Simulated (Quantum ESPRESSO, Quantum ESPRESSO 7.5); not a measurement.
# 1T-SnO2, 1 layer, stepped through the share of short-range exact exchange

Wanted: a table for 1T-SnO2, 1 layer against the share of short-range exact exchange, and what can be fitted to it.

Calculated with Quantum ESPRESSO 7.5; plane-wave DFT, PBE, SG15 norm-conserving pseudopotentials (geometry by pw.x at PBE, GBRV ultrasoft).

## 1. Set-up

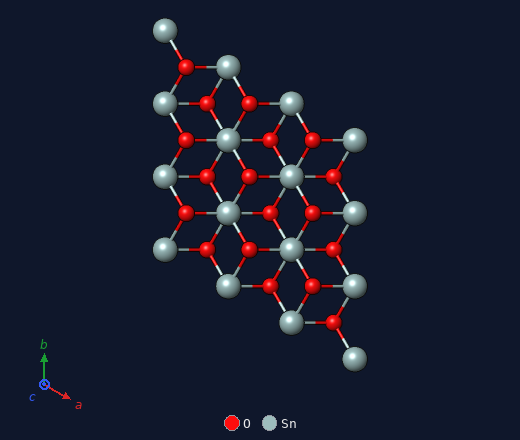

The starting structure, seen from above (oxygen red, tin teal). 3×3×1 cells are drawn. Some periodic images of atoms are drawn too.

The cell holds 3 atoms: 2 O and 1 Sn. Cell: a = 3.220 Å, b = 3.220 Å, c = 16.789 Å, α = 90.0°, β = 90.0°, γ = 120.0°. It derives from SnO2. Vacuum lies along c.

Set-up: Cell and atoms are relaxed under PBE (GBRV files) and held. Screened hybrids with norm-conserving files, screening 0.106 per bohr, fixed occupations, a 9×9×1 mesh with exchange on 3×3×1 q points. Levels count from the potential in the middle of the vacuum.

Members 0.15, 0.2 and 0.25 took the same steps and show in the table alone.

This sheet is a model structure: its symmetry is held, and its stability is not tested here.

## 2. Relaxing cell and ions of the reference

What the set-up leaves free in this member is relaxed.

The input, ref.relax.in:

```
&control
  prefix = 'ref.relax'
  outdir = './out'
  pseudo_dir = './pseudo'
  nstep = 80
  forc_conv_thr = 0.0004
  calculation = 'vc-relax'
  etot_conv_thr = 1e-06
/
&system
  ibrav = 0
  nat = 3
  ntyp = 2
  ecutwfc = 50
  ecutrho = 250
  occupations = 'smearing'
  smearing = 'fd'
  degauss = 0.004
/
&electrons
  conv_thr = 1e-09
  mixing_beta = 0.4
  electron_maxstep = 120
  mixing_mode = 'plain'
/
&ions
/
&cell
  cell_dofree = '2Dxy'
  press_conv_thr = 0.3
/
ATOMIC_SPECIES
  O   15.9990  o_pbe_v1.2.uspp.F.UPF
  Sn  118.7100  sn_pbe_v1.4.uspp.F.UPF
CELL_PARAMETERS angstrom
  3.22000000000000 0.00000000000000 0.00000000000000
  -1.61000000000000 2.78860180018589 0.00000000000000
  0.00000000000000 0.00000000000000 16.78885438199983
ATOMIC_POSITIONS crystal
  O   0.666666666700 0.333333333300 0.446724941997
  Sn  0.000000000000 0.000000000000 0.500000000000
  O   0.333333333300 0.666666666700 0.553275058003
K_POINTS automatic
  12 12 1 0 0 0
```

Started as:

```bash
$ OMP_NUM_THREADS=1 mpirun -n 4 pw.x -nk 4 -in ref.relax.in > ref.relax.out
```

What it wrote:

```text
Program PWSCF v.7.5 starts
[citation notice left out]

     Parallel version (MPI & OpenMP), running on       4 processor cores
     Number of MPI processes:                 4
     Threads/MPI process:                     1

     MPI processes distributed on     1 nodes
[...]
Current dimensions of program PWSCF are:
     Max number of different atomic species (ntypx) = 10
     Max number of k-points (npk) =  40000
     Max angular momentum in pseudopotentials (lmaxx) =  4
     Message from routine setup:
     using ibrav=0 with symmetry is DISCOURAGED, use correct ibrav instead

     K-points division:     npool     =       4
     Subspace diagonalization in iterative solution of the eigenvalue problem:
     a serial algorithm will be used

     G-vector sticks info
     --------------------
     sticks:   dense  smooth     PW     G-vecs:    dense   smooth      PW
     Sum         649     511    151                68079    48653    8029

     Using Slab Decomposition

     bravais-lattice index     =            0
     lattice parameter (alat)  =       6.0849  a.u.
     unit-cell volume          =    1017.3258 (a.u.)^3
     number of atoms/cell      =            3
     number of atomic types    =            2
     number of electrons       =        26.00
     number of Kohn-Sham states=           17
     kinetic-energy cutoff     =      50.0000  Ry
     charge density cutoff     =     250.0000  Ry
     scf convergence threshold =      1.0E-09
     mixing beta               =       0.4000
     number of iterations used =            8  plain     mixing
     energy convergence thresh.=      1.0E-06
     force convergence thresh. =      4.0E-04
     press convergence thresh. =      3.0E-01
     Exchange-correlation=  SLA  PW   PBX  PBC
                           (   1   4   3   4   0   0   0)
     nstep                     =           80

     celldm(1)=   6.084918  celldm(2)=   0.000000  celldm(3)=   0.000000
     celldm(4)=   0.000000  celldm(5)=   0.000000  celldm(6)=   0.000000

     crystal axes: (cart. coord. in units of alat)
               a(1) = (   1.000000   0.000000   0.000000 )
               a(2) = (  -0.500000   0.866025   0.000000 )
               a(3) = (   0.000000   0.000000   5.213930 )

     reciprocal axes: (cart. coord. in units 2 pi/alat)
               b(1) = (  1.000000  0.577350 -0.000000 )
               b(2) = (  0.000000  1.154701  0.000000 )
               b(3) = (  0.000000 -0.000000  0.191794 )

     PseudoPot. # 1 for O  read from file:
     ./pseudo/o_pbe_v1.2.uspp.F.UPF
     Pseudo is Ultrasoft + core correction, Zval =  6.0
     Generated by new atomic code, or converted to UPF format
     Using radial grid of  737 points,  5 beta functions with:
                l(1) =   0
                l(2) =   0
                l(3) =   1
                l(4) =   1
                l(5) =   2
     Q(r) pseudized with  8 coefficients,  rinner =    0.900   0.900   0.900
                                                       0.900   0.900

     PseudoPot. # 2 for Sn read from file:
     ./pseudo/sn_pbe_v1.4.uspp.F.UPF
     Pseudo is Ultrasoft + core correction, Zval = 14.0
     Generated by new atomic code, or converted to UPF format
     Using radial grid of  891 points,  6 beta functions with:
                l(1) =   0
                l(2) =   0
                l(3) =   1
                l(4) =   1
                l(5) =   2
                l(6) =   2
     Q(r) pseudized with  8 coefficients,  rinner =    1.350   1.350   1.350
                                                       1.350   1.350

     atomic species   valence    mass     pseudopotential
     O                 6.00    15.99900     O ( 1.00)
     Sn               14.00   118.71000     Sn( 1.00)

     12 Sym. Ops., with inversion, found

   Cartesian axes

     site n.     atom                  positions (alat units)
         1        O      tau(   1) = (   0.5000000   0.2886751   2.3291925  )
         2        Sn     tau(   2) = (   0.0000000   0.0000000   2.6069650  )
         3        O      tau(   3) = (  -0.0000000   0.5773503   2.8847374  )

     number of k points=    19  Fermi-Dirac smearing, width (Ry)=  0.0040
                       cart. coord. in units 2pi/alat
        k(    1) = (   0.0000000   0.0000000   0.0000000), wk =   0.0138889
        k(    2) = (   0.0000000   0.0962250   0.0000000), wk =   0.0833333
        k(    3) = (   0.0000000   0.1924501   0.0000000), wk =   0.0833333
        k(    4) = (   0.0000000   0.2886751   0.0000000), wk =   0.0833333
        k(    5) = (   0.0000000   0.3849002   0.0000000), wk =   0.0833333
        k(    6) = (   0.0000000   0.4811252   0.0000000), wk =   0.0833333
        k(    7) = (   0.0000000  -0.5773503   0.0000000), wk =   0.0416667
        k(    8) = (   0.0833333   0.1443376   0.0000000), wk =   0.0833333
        k(    9) = (   0.0833333   0.2405626   0.0000000), wk =   0.1666667
        k(   10) = (   0.0833333   0.3367877   0.0000000), wk =   0.1666667
[...]
k(   19) = (   0.3333333   0.5773503   0.0000000), wk =   0.0277778

     Dense  grid:    68079 G-vectors     FFT dimensions: (  32,  32, 160)

     Smooth grid:    48653 G-vectors     FFT dimensions: (  27,  27, 144)

     Estimated max dynamical RAM per process >     112.68 MB

     Estimated total dynamical RAM >     400.87 MB

     Check: negative core charge=   -0.000002

     Initial potential from superposition of free atoms

     starting charge      25.0000, renormalised to      26.0000

     negative rho (up, down):  8.187E-04 0.000E+00
     Starting wfcs are   17 randomized atomic wfcs

     total cpu time spent up to now is        2.1 secs

     per-process dynamical memory:    56.9 Mb

     Self-consistent Calculation

     iteration #  1     ecut=    50.00 Ry     beta= 0.40
     Davidson diagonalization with overlap
     ethr =  1.00E-02,  avg # of iterations =  7.1

     negative rho (up, down):  1.827E-04 0.000E+00

     total cpu time spent up to now is        2.9 secs

     total energy              =    -223.67401291 Ry
     estimated scf accuracy    <       0.85826017 Ry

     iteration #  2     ecut=    50.00 Ry     beta= 0.40
[...]
negative rho (up, down):  1.689E-04 0.000E+00

[...]
total energy              =    -223.85320071 Ry
     estimated scf accuracy    <       0.07032609 Ry

     iteration #  3     ecut=    50.00 Ry     beta= 0.40
[...]
negative rho (up, down):  3.366E-04 0.000E+00

[...]
Check: negative core charge=   -0.000002

     negative rho (up, down):  1.099E-03 0.000E+00

     total cpu time spent up to now is       17.5 secs

     per-process dynamical memory:    86.9 Mb

     Self-consistent Calculation

     iteration #  1     ecut=    50.00 Ry     beta= 0.40
     Davidson diagonalization with overlap
     ethr =  1.00E-06,  avg # of iterations =  8.9

     negative rho (up, down):  7.611E-04 0.000E+00

     total cpu time spent up to now is       18.6 secs

     total energy              =    -223.87302229 Ry
     estimated scf accuracy    <       0.00186272 Ry

[...]
iteration #  8     ecut=    50.00 Ry     beta= 0.40
[...]
negative rho (up, down):  6.251E-04 0.000E+00

[...]
End of self-consistent calculation

[...]
the Fermi energy is    -2.7322 ev

!    total energy              =    -223.87328297 Ry
     estimated scf accuracy    <          4.3E-10 Ry
     smearing contrib. (-TS)   =      -0.00000000 Ry
     internal energy E=F+TS    =    -223.87328297 Ry

     The total energy is F=E-TS. E is the sum of the following terms:
     one-electron contribution =   -1011.44255138 Ry
     hartree contribution      =     513.71211485 Ry
     xc contribution           =     -57.79291539 Ry
     ewald contribution        =     331.65006895 Ry

     convergence has been achieved in   8 iterations

     negative rho (up, down):  6.251E-04 0.000E+00

     Forces acting on atoms (cartesian axes, Ry/au):

     atom    1 type  1   force =     0.00000000    0.00000000   -0.01728982
     atom    2 type  2   force =     0.00000000    0.00000000    0.00000000
     atom    3 type  1   force =     0.00000000    0.00000000    0.01728982

     Total force =     0.024452     Total SCF correction =     0.000042

     Computing stress (Cartesian axis) and pressure

     negative rho (up, down):  6.251E-04 0.000E+00
          total   stress  (Ry/bohr**3)                   (kbar)     P=       -0.72
  -0.00002168  -0.00000000   0.00000000           -3.19       -0.00        0.00
  -0.00000000  -0.00002168   0.00000000           -0.00       -3.19        0.00
   0.00000000   0.00000000   0.00002875            0.00        0.00        4.23

     Energy error            =      4.6E-03 Ry
     Gradient error          =      1.7E-02 Ry/Bohr
     Cell gradient error     =      3.2E+00 kbar

     number of scf cycles    =   3
     number of bfgs steps    =   2

     enthalpy           old  =    -223.8686530359 Ry
     enthalpy           new  =    -223.8732829683 Ry

     CASE: enthalpy          _new < enthalpy          _old

     new trust radius        =       0.0483922235 bohr
     new conv_thr            =       0.0000000004 Ry

     new unit-cell volume =   1035.32253 a.u.^3 (   153.41897 Ang^3 )
     density =      1.63120 g/cm^3

CELL_PARAMETERS (angstrom)
   3.248356490  -0.000000000   0.000000000
  -1.624178245   2.813159241   0.000000000
   0.000000000   0.000000000  16.788854382

ATOMIC_POSITIONS (crystal)
O                0.6666666667        0.3333333333        0.4406727861
Sn               0.0000000000        0.0000000000        0.5000000000
O                0.3333333333        0.6666666667        0.5593272139

[...]
NEW-OLD atomic charge density approx. for the potential
     New effective cutoffs (rho, wfc):  249.31   49.95

     Check: negative core charge=   -0.000002

     negative rho (up, down):  8.565E-04 0.000E+00

     total cpu time spent up to now is       24.0 secs

     per-process dynamical memory:    86.9 Mb

[...]
!    total energy              =    -223.87428045 Ry
[...]
Total force =     0.005410     Total SCF correction =     0.000045
[...]
number of bfgs steps    =   3
[...]
new trust radius        =       0.0174325356 bohr
[...]
!    total energy              =    -223.87455255 Ry
[...]
Total force =     0.000473     Total SCF correction =     0.000024
[...]
number of bfgs steps    =   4
[...]
new trust radius        =       0.0191757891 bohr
[...]
!    total energy              =    -223.87485520 Ry
[...]
Total force =     0.002486     Total SCF correction =     0.000002
[...]
number of bfgs steps    =   5
[...]
new trust radius        =       0.0287636837 bohr
[...]
!    total energy              =    -223.87509216 Ry
[...]
Total force =     0.002965     Total SCF correction =     0.000016
[...]
number of bfgs steps    =   6
[...]
new trust radius        =       0.0104596467 bohr
[...]
!    total energy              =    -223.87512403 Ry
[...]
Total force =     0.001096     Total SCF correction =     0.000017
[...]
number of bfgs steps    =   7
[...]
new trust radius        =       0.0021873184 bohr
[...]
!    total energy              =    -223.87512609 Ry
[...]
Total force =     0.000195     Total SCF correction =     0.000005
[...]
number of bfgs steps    =   8
[...]
new trust radius        =       0.0007202117 bohr
[...]
!    total energy              =    -223.87512619 Ry
[...]
Total force =     0.000003     Total SCF correction =     0.000005
[...]
Self-consistent Calculation

     iteration #  1     ecut=    50.00 Ry     beta= 0.40
     Davidson diagonalization with overlap
     c_bands:  2 eigenvalues not converged
     c_bands:  1 eigenvalues not converged
     c_bands:  2 eigenvalues not converged
     c_bands:  2 eigenvalues not converged
     c_bands:  2 eigenvalues not converged
     ethr =  1.00E-06,  avg # of iterations = 19.7

     negative rho (up, down):  3.167E-04 0.000E+00

     total cpu time spent up to now is       65.4 secs

     total energy              =    -223.68798013 Ry
     estimated scf accuracy    <       0.86696902 Ry

[...]
iteration # 13     ecut=    50.00 Ry     beta= 0.40
[...]
negative rho (up, down):  6.169E-04 0.000E+00

[...]
End of self-consistent calculation

          k = 0.0000 0.0000 0.0000 (  6047 PWs)   bands (ev):

   -24.1181 -23.9155 -23.9155 -23.7242 -23.7242 -21.9902 -20.2841  -7.7938
    -5.3569  -5.3569  -4.9168  -4.9168  -4.7730  -1.5435   1.5857   3.5343
     3.8551

          k =-0.0000 0.0964 0.0000 (  6016 PWs)   bands (ev):

   -24.0926 -23.9676 -23.8996 -23.7411 -23.7249 -21.9420 -20.1760  -7.9292
    -5.7228  -5.5470  -5.1481  -4.8275  -4.5719  -1.1959   1.8412   3.6563
     3.9952

          k =-0.0000 0.1928 0.0000 (  6030 PWs)   bands (ev):

   -24.1509 -23.9903 -23.8607 -23.7693 -23.7234 -21.7917 -19.9018  -8.3604
    -6.4382  -5.9253  -5.3700  -4.7170  -4.4499  -0.4123   2.4365   4.0057
     4.4161

          k =-0.0000 0.2892 0.0000 (  6062 PWs)   bands (ev):

   -24.3488 -23.9069 -23.8247 -23.7856 -23.7037 -21.5413 -19.5685  -9.0283
    -7.1550  -6.3428  -5.4855  -4.6489  -4.3811   0.4104   2.9527   4.5183
     5.0532

          k =-0.0000 0.3856 0.0000 (  6052 PWs)   bands (ev):

   -24.5318 -23.8706 -23.8136 -23.7559 -23.6573 -21.2293 -19.2822  -9.7161
    -7.7739  -6.7118  -5.4788  -4.6133  -4.3476   0.9754   3.1216   5.2067
     5.7818

          k =-0.0000 0.4821 0.0000 (  6070 PWs)   bands (ev):

   -24.6559 -23.8763 -23.8150 -23.7075 -23.6131 -20.9496 -19.1108 -10.2111
    -8.2051  -6.9632  -5.4233  -4.5972  -4.3435   1.1854   3.2144   5.9558
     6.7265

[...]
k = 0.2505 0.5303 0.0000 (  6057 PWs)   bands (ev)
[key lines of the parts left out:]
total energy              =    -223.87499703 Ry
the Fermi energy is    -2.9875 ev
convergence has been achieved in   6 iterations
```

Wall time 75 s (4 MPI ranks of Intel Xeon 6975P-C (Granite Rapids), shared host); peak memory 0.67 GiB; 5 min of CPU time.

Relaxation path:

| step | energy less that of the first step (eV) | largest force (eV/Å) | volume (Å³) |
| --- | --- | --- | --- |
| 1 | 0.0000 | 1.7584 | 150.75 |
| 2 | -0.1218 | 1.0813 | 152.28 |
| 3 | -0.1848 | 0.4445 | 153.35 |
| 4 | -0.1983 | 0.0984 | 153.42 |
| 5 | -0.2021 | 0.0086 | 152.93 |
| 6 | -0.2062 | 0.0452 | 152.02 |
| 7 | -0.2094 | 0.0539 | 150.65 |
| 8 | -0.2098 | 0.0199 | 150.16 |
| 9 | -0.2099 | 0.0036 | 150.15 |
| 10 | -0.2099 | 0.0001 | 150.17 |
| 11 | -0.2081 | 0.0003 | 150.17 |

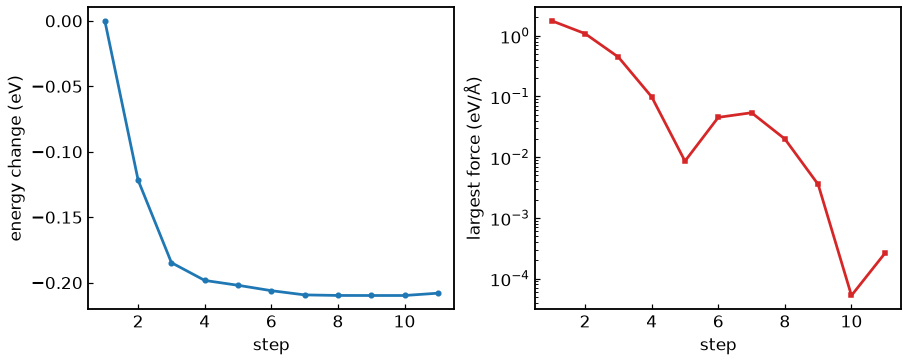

Energy and largest force along the relaxation.

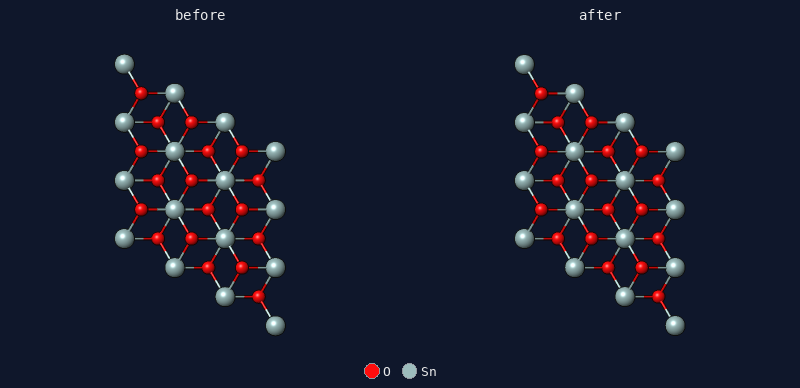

Before and after, at one scale.

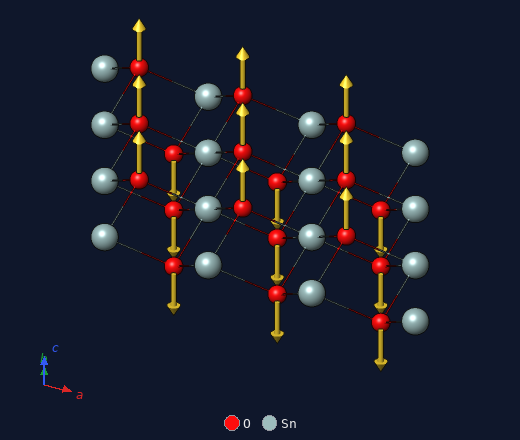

Displacements in the relaxation, exaggerated, measured against the changing cell; the longest in the cell stands for 0.12 Å. 3×3×1 cells are drawn. Some periodic images of atoms are drawn too.

| cell as run | before | after | change |
| --- | --- | --- | --- |
| a (Å) | 3.220 | 3.214 | -0.2 % |
| b (Å) | 3.220 | 3.214 | -0.2 % |

The atoms that moved most (Å, along periodic axes as changes of fractional coordinates times the final cell, across vacuum about the mean position):

| atom | dx | dy | dz | length |
| --- | --- | --- | --- | --- |
| O3 | 0.000 | 0.000 | 0.125 | 0.125 |
| O1 | 0.000 | 0.000 | -0.125 | 0.125 |

The relaxed structure:

```xyz
3
Lattice="3.2138 0.0000 0.0000 -1.6069 2.7832 0.0000 0.0000 0.0000 16.7889" Properties=species:S:1:pos:R:3
O     1.6069    0.9277    7.3753
Sn    0.0000    0.0000    8.3944
O     0.0000    1.8555    9.4135
```

 The last row is no step: it is a fresh SCF in the final cell with a new plane-wave basis, +2 meV from the row before.

Numbers from this step:

```
free energy  : -3045.9745 eV
Fermi energy : -2.987 eV
```

[end of part 1 of 2]

[Logs are printed without paths, hosts, clocks, repeated set-up lines and the standing remarks that a program may print on its own settings, such as how far it seeks lower states.]

[Hosts, paths, dates, database ids (printed as entryN), source tags and the programs' standing remarks are cut or masked in the printed files.]

[Maps of the electrostatic potential energy from Ansatz leave out the sawtooth potential of an applied field or a dipole correction, so their vacuum need not be flat; planar profiles and work functions include it.]
